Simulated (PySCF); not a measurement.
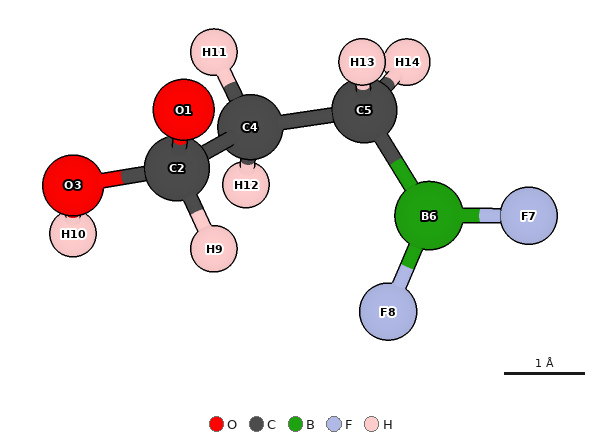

Figure 1. The structure (ball-and-stick view, seen at a tilt; atoms are numbered from 1 in the order of the input). Bond lengths as drawn: B–C 1.58 Å, B–F 1.31 to 1.32 Å, C–C 1.52 to 1.61 Å, C–H 1.09 to 1.13 Å, C–O 1.27 to 1.40 Å and H–O 0.96 Å.

EPR calculation of C₃H₆BF₂O₂

- system: C₃H₆BF₂O₂, multiplicity 2
- method: UKS B3LYP, pcH-1 on B C F H O, non-relativistic, mean-field spin-orbit, GIAO (PySCF 2.14.0)

It belongs to a series of runs on one base structure; here: H added to acyl C.

### What the program printed
```
UKS, coarse grid
  cycle   1  E = -492.73605301  |g| = 8.55e-01
  cycle   2  E = -491.99188034  |g| = 1.64e+00
  cycle   3  E = -492.96370740  |g| = 3.25e-01
  cycle   4  E = -492.99815573  |g| = 1.84e-01
  cycle   5  E = -493.00904279  |g| = 6.17e-02
  cycle   6  E = -493.01040582  |g| = 3.41e-02
  cycle   7  E = -493.01094262  |g| = 9.26e-03
  cycle   8  E = -493.01098713  |g| = 3.50e-03
  cycle   9  E = -493.01099330  |g| = 9.03e-04
UKS, final grid
  cycle   1  E = -493.01085988  |g| = 1.14e-03
  cycle   2  E = -493.01085933  |g| = 1.93e-03
  cycle   3  E = -493.01086052  |g| = 2.45e-04
  cycle   4  E = -493.01086059  |g| = 1.70e-04
  cycle   5  E = -493.01086066  |g| = 9.66e-05
  cycle   6  E = -493.01086072  |g| = 4.80e-05
  cycle   7  E = -493.01086073  |g| = 3.60e-05
  cycle   8  E = -493.01086074  |g| = 1.45e-05
E = -493.01086074 Eh   <S^2> = 0.7556 (exact 0.7500)
g shifts (ppm)      1          2          3
  rmc          -268       -268       -268
  gc            -10         31         36
  oz_so          29       5211      19595
  total        -249       4974      19364
hyperfine (MHz)  atom isotope    a_iso     a_fc   dipolar eigenvalues
    0   17O     -42.49     -42.49   -215.71    106.50    109.20
    1   13C     -61.13     -61.13     -8.16      3.12      5.04
    2   17O       4.57       4.57    -12.22      5.12      7.10
    3   13C     107.65     107.65    -16.87    -16.18     33.05
    4   13C      -6.22      -6.22     -1.00     -0.70      1.70
    5   11B       1.20       1.20     -0.58     -0.53      1.11
    6   19F      -0.48      -0.48     -1.02     -0.57      1.59
    7   19F      23.65      23.65     -7.06     -6.49     13.55
    8    1H     373.86     373.86     -7.68     -4.09     11.77
    9    1H      -4.80      -4.80     -3.51     -2.89      6.39
   10    1H      -1.41      -1.41     -8.79     -1.23     10.02
   11    1H      -0.77      -0.77     -8.23     -2.60     10.83
   12    1H       2.39       2.39     -4.23     -3.06      7.28
   13    1H      13.94      13.94     -2.02     -1.20      3.22
```

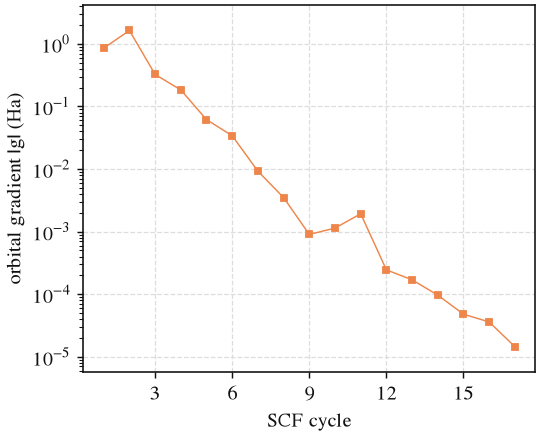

Figure 2. Convergence of the self-consistent field: orbital gradient |g| against the SCF cycle. All cycles printed in the log are drawn one after another.

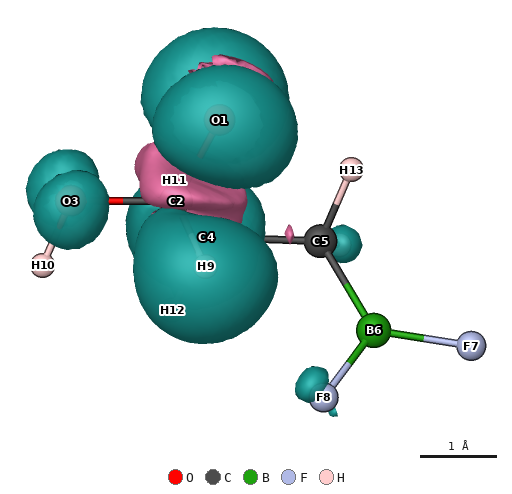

Figure 3. Isosurfaces of the spin density (α minus β) at +0.008 (teal) and −0.008 e/Å³ (pink), seen at an oblique angle. The unpaired spin (1 electron) lies mostly on O1 (about 0.6), C4 (about 0.1), H9 (about 0.1) and C2 (about 0.1), in electrons by Hirshfeld's partition.

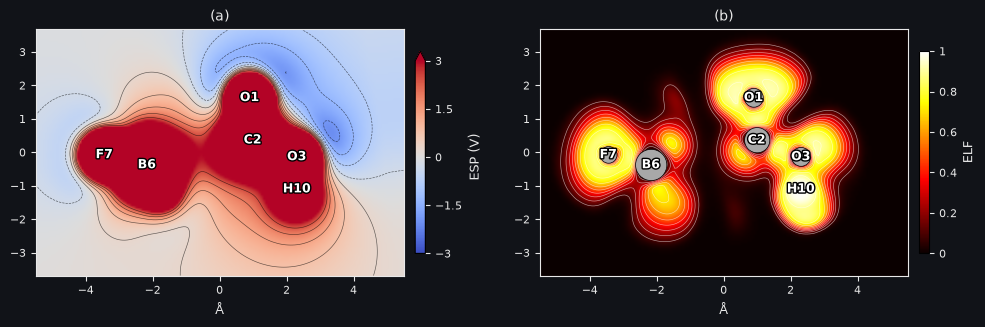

Figure 4. (a) electrostatic potential; (b) electron localisation function on the plane of atoms C2, O3 and H10. Grey discs, where drawn, cover atomic cores. Atoms in the plane: O, C, B, F and H. C–O (1.27 Å): the ELF peaks at about 0.90 between the atoms (a shared but strongly polarised pair). O–H (0.96 Å): the ELF climbs to about 1 towards the hydrogen, as it does in any bond to H (a covalent bond by its length). C–O (1.40 Å): the ELF peaks at about 0.90 between the atoms, which marks a polar covalent bond.

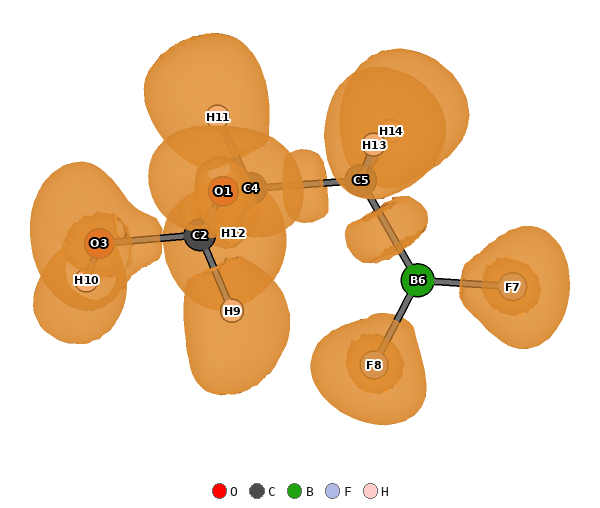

Figure 5. Isosurface of the ELF at 0.75 (orange), seen at a tilt. Only the valence region is drawn (cores and ρ < 0.01 e/Å³ removed). B–F (1.31 Å): the ELF peaks at about 0.85 between the atoms, which marks a polar covalent bond.

This output came from the following input.

### The input
```
{"job": {"kind": "epr", "basis": "pcH-1"}, "charge": 0, "multiplicity": 2}
O     -1.350189     1.465371    -0.769445
C     -1.265858     0.617982     0.176810
O     -2.489848     0.223267     0.738421
C     -0.428080    -0.688772    -0.233635
C      0.923963    -0.298633    -0.816118
B      1.968323     0.255046     0.230297
F      3.185884     0.621689    -0.096262
F      1.700394     0.367920     1.518649
H     -0.620368     1.022729     1.011144
H     -2.356250    -0.376466     1.480931
H     -1.050479    -1.180904    -0.980790
H     -0.322147    -1.324797     0.644911
H      0.755140     0.456704    -1.590226
H      1.348838    -1.161609    -1.336854
```

The first line tells a small driver script what to run in PySCF; the rest is the geometry in Å.

Launched with:
```bash
OMP_NUM_THREADS=1 python <driver script> task.json out
```

### Results in brief

| quantity | value |
| --- | --- |
| outcome | converged |
| total energy | −493.010861 hartree |
| ⟨S²⟩ | 0.756 |
| isotropic g | 2.0103 |
| hardware | 1 CPU thread, shared host |
| wall time | 97 s |
| peak memory | 0.97 GiB |
